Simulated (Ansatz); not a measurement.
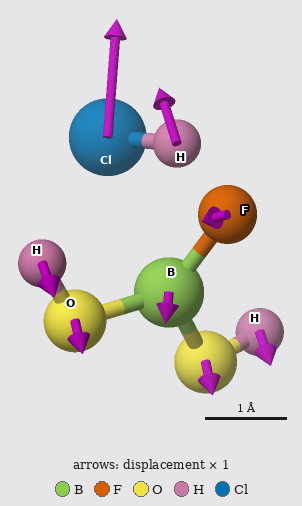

This is a relaxation of BH3O2ClF (started from a transition state, displaced along its imaginary mode). The starting structure is drawn; purple arrows show the displacements, at their true length. The two geometries are superimposed by the best rigid fit.

Style: ball-and-stick. Shown from a free direction.

Level of theory: Ansatz, RKS PBE0-D4/def2-TZVP.

Input
```yaml
crystal:
  periodic: [false, false, false]
  atoms:
    - {symbol: B, position_ang: [0.085207, -0.303103, -0.420823]}
    - {symbol: F, position_ang: [1.239756, 0.088936, -0.001791]}
    - {symbol: O, position_ang: [-0.579387, 0.365811, -1.431452]}
    - {symbol: O, position_ang: [-0.441941, -1.522572, -0.040813]}
    - {symbol: H, position_ang: [0.619816, 0.814091, 1.050237]}
    - {symbol: Cl, position_ang: [-0.481395, 1.113595, 1.561589]}
    - {symbol: H, position_ang: [-0.332773, 1.289927, -1.517288]}
    - {symbol: H, position_ang: [-0.109285, -1.846584, 0.800341]}
basis:
  gaussian: {orbitals: def2-TZVP}
hamiltonian: {xc: pbe0, dispersion: d4}
relax: {f_tol: 0.005, max_steps: 200}
```

Q: What happened in the run?

A: Over 17 geometry steps the energy falls by 1.092 eV. The largest force component goes from 4.3 to 0.0038 eV/Å. Cl6 moves most after the best rigid fit: 1.52 Å. Largest moves by element: Cl 1.52 Å, H 0.86 Å, O 0.49 Å, F 0.45 Å, B 0.40 Å. Some distances before and after: B1–Cl6 2.502 → 4.257 Å, B1–F2 1.289 → 1.355 Å, B1–O3 1.382 → 1.348 Å, H5–Cl6 1.251 → 1.283 Å. Bond angles that change, for instance: O3–B1–O4 116.4° → 120.0°. Groups turn about B1–O4 by about 20°.
